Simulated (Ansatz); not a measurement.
# BH$_{5}$OSSi: what the fields show

Input

```
crystal:
  periodic: [false, false, false]
  atoms:
    - { symbol: Si, position_ang: [-0.9569, 0.618, 0.5946] }
    - { symbol: O, position_ang: [0.0195, -0.6239, 1.0866] }
    - { symbol: B, position_ang: [0.6037, -1.1408, -0.1478] }
    - { symbol: S, position_ang: [2.4036, -0.5142, -0.6875] }
    - { symbol: H, position_ang: [-0.14115, -0.59585, 2.06308] }
    - { symbol: H, position_ang: [-0.2134, 1.7462, -0.0509] }
    - { symbol: H, position_ang: [-1.9924, 0.166, -0.3569] }
    - { symbol: H, position_ang: [0.1492, -1.9986, -0.739] }
    - { symbol: H, position_ang: [1.7637, 0.4879, -1.4565] }
magnetization:
  spin_polarized: true
basis:
  gaussian: { orbitals: "6-31G*" }
hamiltonian:
  xc: revpbe
relax:
  f_tol: 0.02
  max_steps: 50
output:
  orbitals: {}
```

Launched as:

```sh
ansatz run input.yaml --threads 2 --pin off --max-ram 3072MiB --backend cpu --events-out ev --progress --plain --runs-dir out
```

The fields are those of the run's last geometry, not of the input's.

Theory: UKS revPBE/6-31G* in Ansatz.

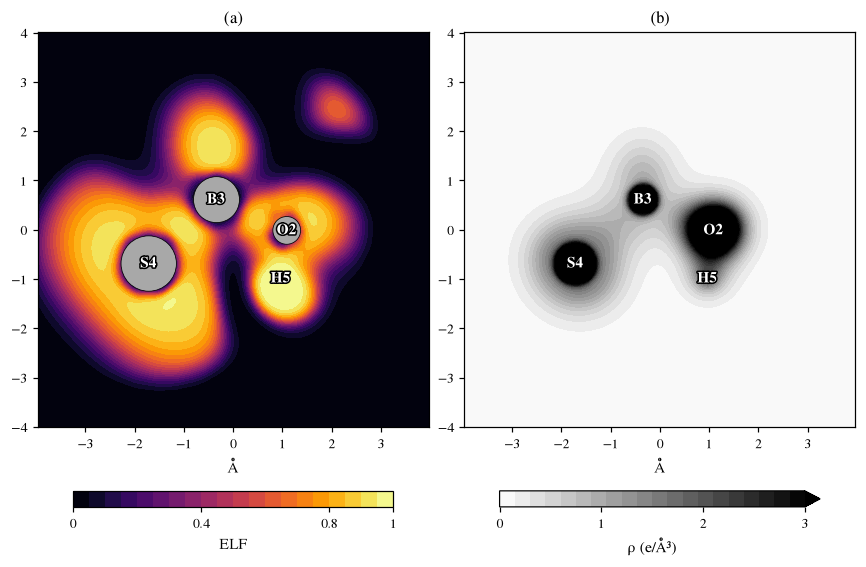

Figure 1. (a) electron localisation function; (b) total electron density on the plane of atoms B3, O2 and H5. Grey discs cover the atomic cores in the ELF map.

Q: What does the map show?

A: The plane passes through O, B, S and H nuclei. B–O (1.56 Å): ρ at the midpoint is about 1.3 e/Å³; the ELF peaks at about 0.90 between the atoms, as expected for a shared but strongly polarised pair. B–S (1.89 Å): ρ is about 1 e/Å³ halfway, with its minimum of 0.9 e/Å³ about 0.6 Å from B; the ELF peaks at about 0.95 between the atoms, as expected for localised, covalent bonding. O–H (0.99 Å): the density is about 3.5 e/Å³ at the midpoint; the ELF climbs to about 1 towards the hydrogen, as it does in any bond to H: an ordinary covalent bond to hydrogen. The ELF also peaks beside S4 and O2, away from the bonds: lone-pair regions.

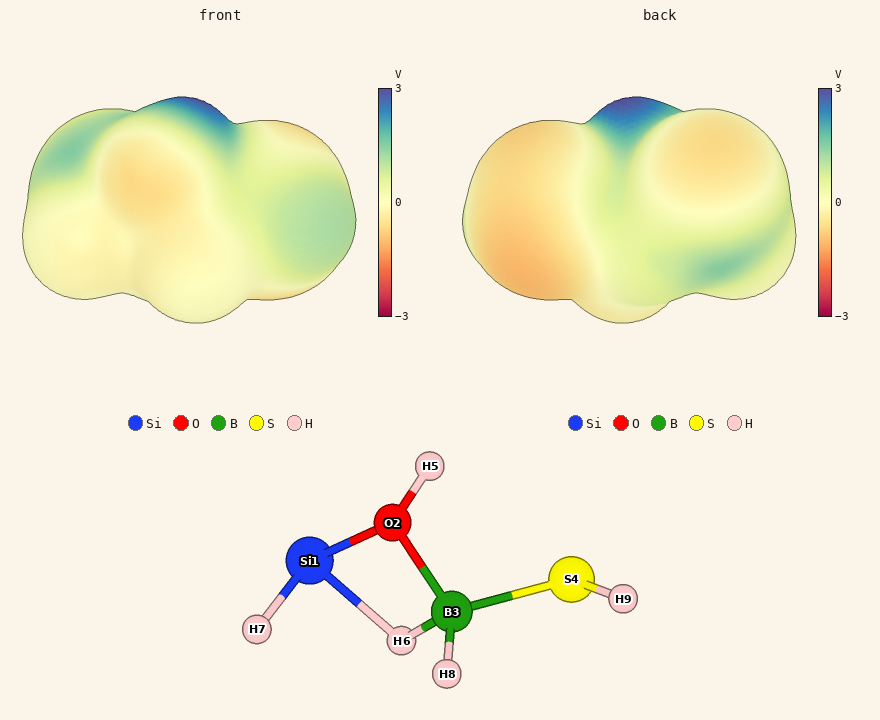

Figure 2. The electrostatic potential painted on the density surface at 0.002 e/bohr³, seen from the front and from behind; red is negative and blue positive. The bare structure is drawn below in the same view.

Q: Which sites attract a positive test charge, and which a negative one?

A: A positive charge is drawn to the negative regions and a negative charge to the positive ones. The most negative region (about −1.0 V) lies over S4, the most positive (about +2.9 V) over H5.

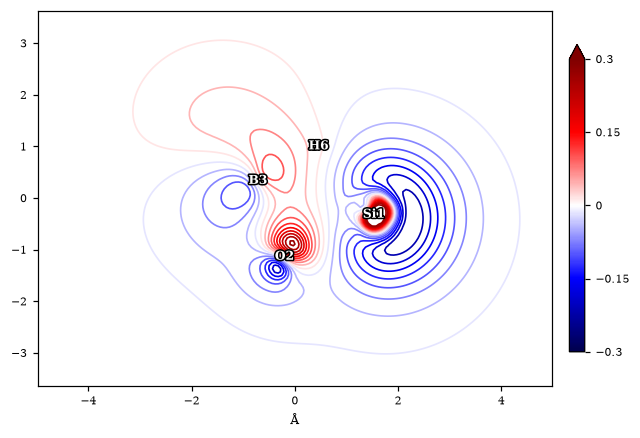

Figure 3. The HOMO−1 on the plane of atoms Si1, O2 and B3 (values in Å⁻³ᐟ²; the overall sign is arbitrary).

Q: Describe this orbital and give its energy.

A: By Hirshfeld shares it lies mainly on Si1 (about 45 %), S4 (about 30 %) and H7 (about 10 %). Its energy is −6.10 eV.
